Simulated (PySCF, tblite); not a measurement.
**C5H9NSi: geometry, infrared bands and NMR shifts**

What infrared bands and NMR shifts should C5H9NSi (`C=C/N=C/C(=C)[SiH3]`) show?

Computed with tblite 0.8.0 and PySCF 2.14.0, with density-fitted response routines of our own, on a single molecule in the gas phase. Atoms count from 0, in the outputs and in this text.

## (1) Starting geometry

16 atoms, charge 0, multiplicity 1; geometry from: force field or distance geometry start.

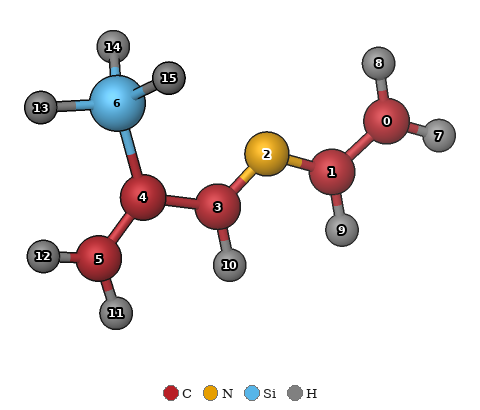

As it starts; carbon red, nitrogen amber, silicon blue, hydrogen grey, atoms numbered; sticks join atoms by distance.

## (2) Relaxing the molecule with GFN2-xTB

Job settings and geometry (Å):

```
{"job": {"kind": "relax", "xc": "GFN2-xTB", "basis": "xTB"}, "charge": 0, "multiplicity": 1}
C      3.248100     0.924600     0.373500
C      2.294200    -0.016300     0.361300
N      0.984800     0.295300     0.263700
C      0.139700    -0.680800     0.258200
C     -1.336800    -0.528600     0.163200
C     -2.074100    -1.654200     0.175400
Si    -2.025500     1.170900    -0.003700
H      4.295500     0.679500     0.466400
H      2.974100     1.971400     0.289900
H      2.598500    -1.064000     0.463000
H      0.488400    -1.736700     0.356100
H     -1.626000    -2.642600     0.273400
H     -3.159300    -1.629300     0.112600
H     -3.504500     1.072200    -0.097700
H     -1.569500     1.849400    -1.240300
H     -1.735200     1.998300     1.209600
```

Command:

```console
> OMP_NUM_THREADS=1 python probes_run.py task.json out
```

This one command runs all jobs of the session in turn.

**Question.** This job is followed by: GFN2-xTB harmonic vibrations, gas phase; GIAO PBE0/pcSseg-1 NMR shielding, non-relativistic, gas phase. Predict these results of the whole session: strongest single infrared mode (GFN2-xTB); zero-point energy (GFN2-xTB); ¹³C shifts against TMS (PBE0/pcSseg-1); ¹H shifts against TMS (PBE0/pcSseg-1, means over atoms taken as alike); ¹⁵N shifts against NH3 (PBE0/pcSseg-1); ²⁹Si shifts against TMS (PBE0/pcSseg-1); surface potential, least and greatest.

The runs gave:

| quantity | value |
| --- | --- |
| strongest single infrared mode (GFN2-xTB) | 2286 cm⁻¹, 403 km/mol |
| zero-point energy (GFN2-xTB) | 73.4 kcal/mol |
| ¹³C shifts against TMS (PBE0/pcSseg-1) | 169.7, 155.6, 152.5, 146.3, 127.7 ppm |
| ¹H shifts against TMS (PBE0/pcSseg-1, means over atoms taken as alike) | 8.06, 7.28, 6.70, 6.62, 6.14, 5.59, 4.23 ppm |
| ¹⁵N shifts against NH3 (PBE0/pcSseg-1) | 385.5 ppm |
| ²⁹Si shifts against TMS (PBE0/pcSseg-1) | -76.2 ppm |
| surface potential, least and greatest | -1.04 V and 1.03 V |

What this shows: The optimisation took 49 steps and gained 0.197 eV; among the close pairs (by a distance rule), C4–Si6 changed most, from 1.841 to 1.894 Å. All 42 modes are real, so the xTB geometry is a minimum. The strongest single mode, at 2286 cm⁻¹, moves mainly H14 and H15. GFN2-xTB is a fitted tight-binding method: band positions and strengths are rough. Its intensities can rank the bands wrongly. At PBE0/pcSseg-1: Shielding is most anisotropic at N2 (span 645 ppm, paramagnetic term -451 ppm). By nearest atom (PBE0/pcSseg-1), the HOMO sits on C0 25 %; C1, C5 about 15 % each and the LUMO on C3, C5 about 19 % each; N2 16 %.
